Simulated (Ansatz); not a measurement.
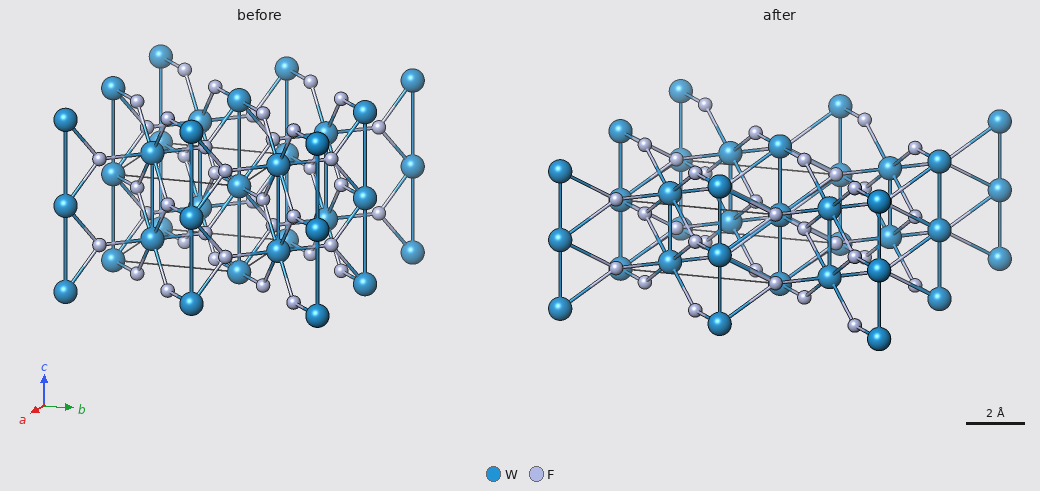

The structure of solid WF$_{2}$ (built on the rutile type) (coarse preliminary run) before (left) and after (right) a relaxation, at one scale.

Style: ball-and-stick. Shown: the cell of the calculation, repeated 2 × 2 × 2 with one cell outlined, slightly off an axis.

The calculation used Ansatz, DFT PBE, scalar-relativistic, plane waves, PAW.

Input
```yaml
crystal:
  lattice:
    - [4.653, 0.0, 0.0]
    - [0.0, 4.653, 0.0]
    - [0.0, 0.0, 3.07098]
  atoms:
    - { symbol: W, position: [0.0, 0.0, 0.0], spin: 0.92 }
    - { symbol: W, position: [0.5, 0.5, 0.5], spin: 0.92 }
    - { symbol: F, position: [0.305, 0.305, 0.0] }
    - { symbol: F, position: [0.695, 0.695, 0.0] }
    - { symbol: F, position: [0.805, 0.195, 0.5] }
    - { symbol: F, position: [0.195, 0.805, 0.5] }
basis:
  ecutwfc: 420
kpoints:
  mp_grid: { grid: [4, 4, 6] }
hamiltonian:
  xc: pbe
scf:
  occupations: { method: gaussian, width: 0.1 }
output:
  forces: true
  stress: true
  eigenvalues: true
  populations: true
magnetization:
  spin_polarized: true
relax:
  adjacent_minimum: "off"
  f_tol: 0.05
  max_steps: 80
  cell: { stress_tol: 0.5 }
```

Run as
```bash
ansatz run input.yaml --threads 1 --pin off --max-ram 2560MiB --backend cpu --events-out ev --progress --plain --runs-dir out
```

**Summarise the run.**

The largest moves relative to the cell, 0.49 Å, are those of F3, F4, F5 and F6. F3 goes along [−1 −1 0]. W stays in place. The drawn cell changes as follows: a = b 4.653 → 5.893 Å (+26.6 %), c 3.071 → 2.453 Å (−20.1 %); the volume changes by +28.1 %. Among the contacts that change: W1–W1 3.071 → 2.453 Å, W1–F5 2.001 → 2.448 Å, W1–F3 2.007 → 2.048 Å. Bond angles that change, for instance: W2–F3–W2 100.2° → 60.1°, W1–F3–W2 129.9° → 149.9°. The space group stays P4_2/mnm (No. 136). After 15 accepted moves (21 points after the start) the energy has fallen by 852 meV per atom. The largest force component goes from 1.2 to 0.011 eV/Å. The pressure goes from 54.89 to 0.18 GPa. The line search rejected the trial steps at points 8, 14, 17 of the run. At 3 points the geometry stayed and the basis and grid were re-selected for the new cell (energy shift of 97.3 meV per atom at most each time). The program noted that the starting moments weren't kept. The run took 8.6 min on 1 thread of AMD EPYC (Zen 3), with other jobs on the host, peak memory 0.46 GiB.
